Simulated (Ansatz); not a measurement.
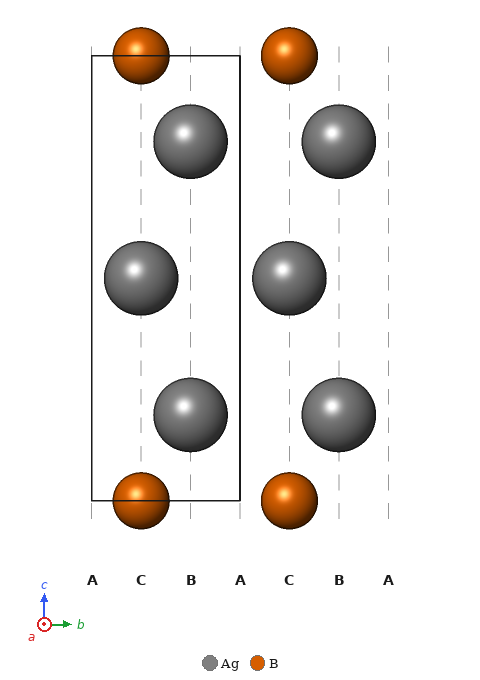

The picture looks along a close-packed row of the hexagonal mesh; c points upwards. The dashed lines mark the three columns A (0, 0), B (1/3, 2/3) and C (2/3, 1/3). The sequence starts with the first layer at or above the cell's origin.

The compound is Ag3B (space group P-6m2, No. 187), taken as the end point of a relaxation with DFT PBE, scalar-relativistic, plane waves, PAW in Ansatz; the starting structure was generated, so it need not be a known form of this composition.

Q: List the layers of one repeat.

A: B(C) – Ag(B) – Ag(C) – Ag(B) (four layers in 7.81 Å).
